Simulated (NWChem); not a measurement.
**One shape, several levels: NClO (nitrosyl chloride)**

Aim: a comparison of 5 runs (HF/STO-3G, HF/cc-pVTZ, PBE0/def2-SVP, B3LYP/cc-pVTZ, r2SCAN/cc-pVTZ) of NClO (nitrosyl chloride). 

Program for the calculation: NWChem 7.3.0.

1 further run of the same task is left out (set aside as unsound or not needed). Runs told in other sessions of the task aren't counted.

## 1. The molecule

NClO has 3 atoms, charge 0, and is taken as a singlet. SMILES: `O=NCl`. The coordinates come from a PBE0-D4/def2-TZVP relaxation.

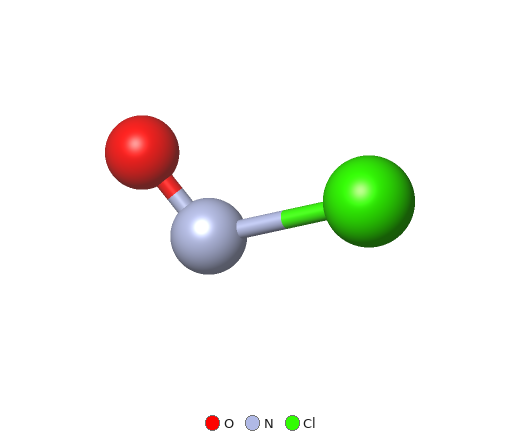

Viewed from a chosen angle; oxygen red, nitrogen light blue, chlorine green.

## 2. Energy and gradient at HF/STO-3G (run 1)

Contents of clno.xyz:

```xyz
3
nitrosyl chloride
O      1.000080    -0.338330     0.513880
N      0.052050    -0.599550    -0.035840
Cl    -1.052130     0.937900    -0.478040
```

Contents of run.py:

```python
from ase.io import read
from ase.calculators.nwchem import NWChem

system = read('clno.xyz')

calc = NWChem(
    label='clno',
    theory='scf',
    memory='2200 mb',
    basis='STO-3G',
    basispar='spherical bse',
    scf={'nopen': '0', 'rhf': None, 'thresh': '1e-08', 'maxiter': '80'},
)
system.calc = calc

forces = system.get_forces()
print("Total energy (eV):", round(system.get_potential_energy(), 6))
print("forces (eV/A):")
for s, f in zip(system.symbols, forces):
    print(f"{s:2s} {f[0]:10.5f} {f[1]:10.5f} {f[2]:10.5f}")
print("dipole (e A):", system.get_dipole_moment().round(4))
```

Launch:

```sh
export ASE_NWCHEM_COMMAND="nwchem PREFIX.nwi > PREFIX.nwo"
python run.py
```

The log of the run:

```text
Total energy (eV): -15838.630219
forces (eV/A):
O     8.42242    2.75355    4.93035
N    -9.11940   -2.15469   -5.24942
Cl    0.69697   -0.59886    0.31907
dipole (e A): [ 0.3636 -0.2921  0.1686]
```

The calculator wrote clno.nwi:

```
title "clno"

permanent_dir clno

scratch_dir clno

start clno

geometry units angstrom nocenter noautosym noautoz
  O  1.0000800000000001e+00 -3.3833000000000002e-01 5.1388000000000000e-01
  N  5.2049999999999999e-02 -5.9955000000000003e-01 -3.5839999999999997e-02
  Cl -1.0521300000000000e+00 9.3789999999999996e-01 -4.7804000000000002e-01
end

memory 2200 mb

basis spherical bse noprint
   * library STO-3G
end

scf
  nopen 0
  rhf
  thresh 1e-08
  maxiter 80
end

task scf gradient
```

clno.nwo:

```text
Northwest Computational Chemistry Package (NWChem) 7.3.0
             --------------------------------------------------------

           Job information
           ---------------

    nwchem branch   = 7.3.0
    use scalapack   = T
    input           = clno.nwi
    prefix          = clno.
    data base       = clno/clno.db
    status          = startup
    nproc           =        1

           Memory information
           ------------------

[... 5 lines left out ...]
    hardfail = no
[... 104 lines left out ...]
         Quadratically convergent ROHF
[... 15 lines left out ...]
       Final RHF  results
[... 4 lines left out ...]
      Two-electron energy =    307.670707335701
[... 28 lines left out ...]
                       ROHF Final Molecular Orbital Analysis
[... 148 lines left out ...]
                 ----------------------------------------
                 |  Time  |  1-e(secs)   |  2-e(secs)   |
                 ----------------------------------------
                 |  CPU   |       0.00   |       0.10   |
                 ----------------------------------------
                 |  WALL  |       0.00   |       0.10   |
                 ----------------------------------------

 Task  times  cpu:        0.4s     wall:        0.4s
 Total times  cpu:        0.4s     wall:        0.4s
```

Wall time 1.4 s (1 thread of Intel Xeon 6975P-C (Granite Rapids), shared host); peak memory 0.1 GiB.

## 3. Energy and forces at HF/cc-pVTZ (run 2)

Contents of clno.nw:

```
start clno
title "nitrosyl chloride"
memory stack 880 mb heap 220 mb global 1100 mb

geometry units angstrom noautosym nocenter noautoz
  O      1.000080    -0.338330     0.513880
  N      0.052050    -0.599550    -0.035840
  Cl    -1.052130     0.937900    -0.478040
end

basis spherical bse
  * library cc-pVTZ
end

scf
  thresh 1e-08
  maxiter 80
end

task scf gradient
```

Launch:

```sh
nwchem clno.nw > clno.out
```

The log of the run:

```text
[...]
  functions       =    94
[...]
  wavefunction    = RHF
[...]
         Total SCF energy =   -588.769453045741
      One-electron energy =   -983.171978441405
      Two-electron energy =    308.153056686021
 Nuclear repulsion energy =     86.249468709643
        Time for solution =     33.0s
[...]
                         RHF ENERGY GRADIENTS
    atom               coordinates                        gradient
                 x          y          z           x          y          z
   1 O       1.889877  -0.639351   0.971092    0.057220   0.011014   0.032668
   2 N       0.098360  -1.132985  -0.067728   -0.048737  -0.018746  -0.028832
   3 Cl     -1.988237   1.772374  -0.903365   -0.008483   0.007731  -0.003836
[...]
```

Wall time 47 s (1 thread of Intel Xeon 6975P-C (Granite Rapids), shared host); peak memory 0.11 GiB.

Runs 3 to 4 aren't shown in full; the table further down has their settings and results.

## 4. Energy and forces at r2SCAN/cc-pVTZ (run 5)

Contents of run.py:

```python
from ase import Atoms
from ase.calculators.nwchem import NWChem

mol = Atoms(['O', 'N', 'Cl'], positions=[
    [1.000080, -0.338330, 0.513880],
    [0.052050, -0.599550, -0.035840],
    [-1.052130, 0.937900, -0.478040],
])

calc = NWChem(
    label='mymol',
    theory='dft',
    memory='2200 mb',
    basis='cc-pVTZ',
    basispar='spherical bse',
    dft={'xc': 'r2scan', 'mult': '1', 'grid': 'fine', 'convergence': 'energy 1e-08', 'iterations': '100', 'mulliken': None},
)
mol.calc = calc

forces = mol.get_forces()
print("Total energy (eV):", round(mol.get_potential_energy(), 6))
print("forces (eV/A):")
for s, f in zip(mol.symbols, forces):
    print(f"{s:2s} {f[0]:10.5f} {f[1]:10.5f} {f[2]:10.5f}")
print("dipole (e A):", mol.get_dipole_moment().round(4))
```

Launch:

```sh
export ASE_NWCHEM_COMMAND="nwchem PREFIX.nwi > PREFIX.nwo"
python run.py
```

The log of the run:

```text
Total energy (eV): -16056.707581
forces (eV/A):
O     0.86466    0.18049    0.49519
N    -0.52759   -0.60030   -0.35486
Cl   -0.33707    0.41976   -0.14033
dipole (e A): [ 0.2642 -0.2298  0.1206]
```

The calculator wrote mymol.nwi:

```
title "mymol"

permanent_dir mymol

scratch_dir mymol

start mymol

geometry units angstrom nocenter noautosym noautoz
  O  1.0000800000000001e+00 -3.3833000000000002e-01 5.1388000000000000e-01
  N  5.2049999999999999e-02 -5.9955000000000003e-01 -3.5839999999999997e-02
  Cl -1.0521300000000000e+00 9.3789999999999996e-01 -4.7804000000000002e-01
end

memory 2200 mb

basis spherical bse noprint
   * library cc-pVTZ
end

dft
  xc r2scan
  mult 1
  grid fine
  convergence energy 1e-08
  iterations 100
  mulliken
end

task dft gradient
```

mymol.nwo:

```text
Northwest Computational Chemistry Package (NWChem) 7.3.0
             --------------------------------------------------------

           Job information
           ---------------

    nwchem branch   = 7.3.0
    use scalapack   = T
    input           = mymol.nwi
    prefix          = mymol.
    data base       = mymol/mymol.db
    status          = startup
    nproc           =        1

           Memory information
           ------------------

[... 5 lines left out ...]
    hardfail = no
[... 75 lines left out ...]
  convergence criterion.
[... 39 lines left out ...]
          Spatial weights used:  Erf1
[... 32 lines left out ...]
 1-e energy   =    -983.647540
[... 43 lines left out ...]
           Coulomb energy =      350.864261191892
[... 726 lines left out ...]
          Convergence on density requested:  1.00D-05
[... 25 lines left out ...]
          total energy or number of iterations.
[... 34 lines left out ...]
                 ----------------------------------------
                 |  Time  |  1-e(secs)   |  2-e(secs)   |
                 ----------------------------------------
                 |  CPU   |       0.01   |      11.79   |
                 ----------------------------------------
                 |  WALL  |       0.01   |      11.79   |
                 ----------------------------------------

 Task  times  cpu:       74.4s     wall:       74.4s
 Total times  cpu:       74.4s     wall:       74.4s
```

Run time: 76 s. Hardware: 1 thread of Intel Xeon 6975P-C (Granite Rapids), shared host; peak memory 0.12 GiB.

## 5. The series

| run | level | iteration cap | module | energy (Eh) | dipole moment (D) | HOMO energy (eV) | LUMO energy (eV) | wall time |
| --- | --- | --- | --- | --- | --- | --- | --- | --- |
| 1 | HF/STO-3G | 80 | scf | -582.058929 | 2.38 | -9.44 | 4.00 | 1.4 s |
| 2 | HF/cc-pVTZ | 80 | scf | -588.769453 | 1.91 | -11.65 | 1.28 | 47 s |
| 3 | PBE0/def2-SVP | 100 | dft | -589.549595 | 1.60 | -8.39 | -3.50 | 5.4 s |
| 4 | B3LYP/cc-pVTZ | 100 | dft | -590.175937 | 1.73 | -8.34 | -3.87 | 35 s |
| 5 | r2SCAN/cc-pVTZ | 100 | dft | -590.073125 | 1.78 | -7.56 | -4.66 | 76 s |

## 6. Outcome

| quantity | value |
| --- | --- |
| run 5: total energy | -590.07312 Eh |
| run 5: dipole moment | 1.78 D |
| run 5: HOMO energy | -7.56 eV |
| run 5: LUMO energy | -4.66 eV |
| run 5: HOMO–LUMO gap | 2.89 eV |
| run 5: largest force on an atom | 1.013 eV/Å |

**Reading.** The dipole moment (its size) runs from 1.60 D (PBE0/def2-SVP) to 2.38 D (HF/STO-3G). The two ends differ in method and basis. The HOMO–LUMO gap runs from 2.89 eV (r2SCAN/cc-pVTZ) to 13.44 eV (HF/STO-3G). Totals of different functionals can't be ranked against each other. In run 1 the basis is minimal, so the values are rough. All runs together took 2.7 min, the longest 76 s.
